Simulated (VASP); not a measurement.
Band structure of Yb (fcc). Calculation: vdW-DF-cx, VASP's PBE PAW potentials (set 64) (plane waves; VASP).

The 4f electrons are frozen in the core of the lanthanide potential, so 4f levels, which can set the real gap, and their magnetism are missing.

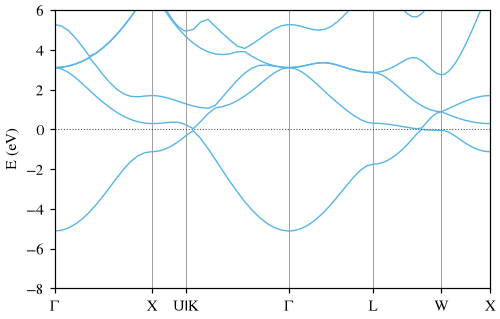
Fig. 1. Bands along high-symmetry lines, zero at the valence-band maximum or, without a gap, the Fermi level

Q: Read the plot: is there a gap, and where are the band edges?

A: The gap is indirect, 0.03 eV, from the valence maximum at L-W at 0.71 to the conduction minimum at L-W at 0.64. (Edges off the drawn lines would not show.)

The compound is Yb in the fcc structure. It was relaxed first, which changed the volume by -10 %.
